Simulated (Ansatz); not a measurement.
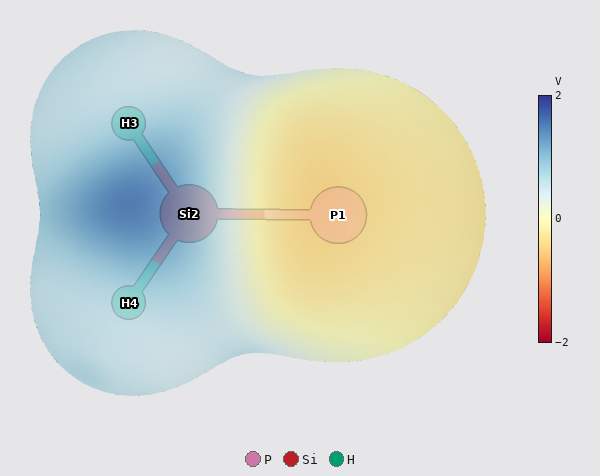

*H2PSi (SMILES [SiH2]=[P]) (doublet). The electrostatic potential painted on the density surface at 0.002 e/bohr³, seen across its widest extent; the colour scale runs from red (negative) to blue (positive).*

Geometry: PBE0-D3(BJ)/def2-SVP.

Method: isolated molecule in a Gaussian basis; Kohn-Sham density functional theory, functional PBE0 (Ansatz).

Q: Describe the electrostatic potential map.

A: The most negative region (about −0.5 V) lies over P1, the most positive (about +1.5 V) over Si2.

Q: How polar is the molecule by this calculation?

A: Its dipole moment is 1.66 D.
